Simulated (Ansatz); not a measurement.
System: C$_{16}$H$_{10}$ (pyr) (charge +1, doublet).

```xyz
26

C     3.5253   -0.1594    0.3503
C     2.7806   -1.3358    0.2618
C     1.3628   -1.3001    0.1204
C     0.5846   -2.4849    0.0286
C    -0.7945   -2.4234   -0.1085
C    -1.4680   -1.1738   -0.1609
C    -2.8835   -1.0832   -0.3013
C    -3.5244    0.1550   -0.3505
C    -2.7797    1.3315   -0.2622
C    -1.3618    1.2957   -0.1212
C    -0.5837    2.4805   -0.0297
C     0.7955    2.4190    0.1074
C     1.4690    1.1694    0.1602
C     2.8844    1.0788    0.3009
C     0.7060   -0.0337    0.0697
C    -0.7051    0.0293   -0.0705
H     4.6105   -0.2078    0.4583
H     3.2841   -2.3052    0.3008
H     1.0847   -3.4556    0.0671
H    -1.3761   -3.3458   -0.1775
H    -3.4682   -2.0041   -0.3706
H    -4.6096    0.2034   -0.4582
H    -3.2832    2.3009   -0.3010
H    -1.0837    3.4512   -0.0684
H     1.3770    3.3415    0.1762
H     3.4692    1.9997    0.3704
```

All numbers below come from Ansatz, DFT custom functional, Gaussian basis def2-SVP.

> What can the converged electron density, electron localisation function and spin density tell about the bonding?

C–C (1.39 Å): the density is about 2.1 e/Å³ at the midpoint; the ELF peaks at about 1 between the atoms; localised, covalent bonding.
C–H (1.09 Å): the density is about 2 e/Å³ at the midpoint; the ELF climbs to about 1 towards the hydrogen, as it does in any bond to H; an ordinary covalent bond to hydrogen.
C–C (1.43 Å): ρ is about 2 e/Å³ halfway; the ELF peaks at about 0.95 between the atoms, as expected for a covalent bond.
The unpaired spin (1 electron) lies mostly on C2 (about 0.2), C7 (about 0.2), C14 (about 0.2), C9 (about 0.2), C11 (about 0.1), C12 (about 0.1) and C5 (about 0.1), in electrons by Hirshfeld's partition.

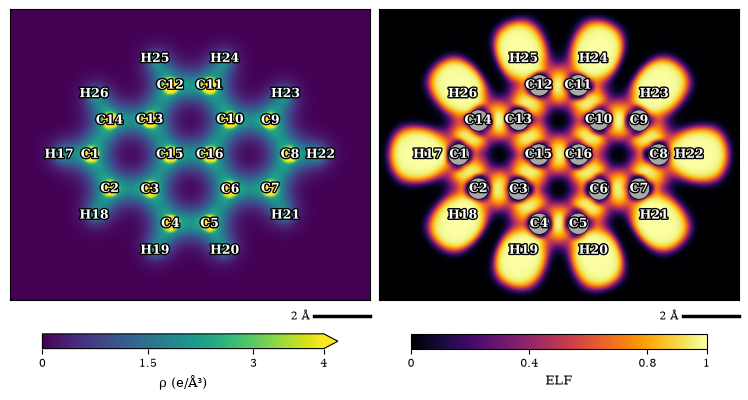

Computed electron density and electron localisation function on the molecular plane, in this order. Grey discs cover the atomic cores in the ELF map. 
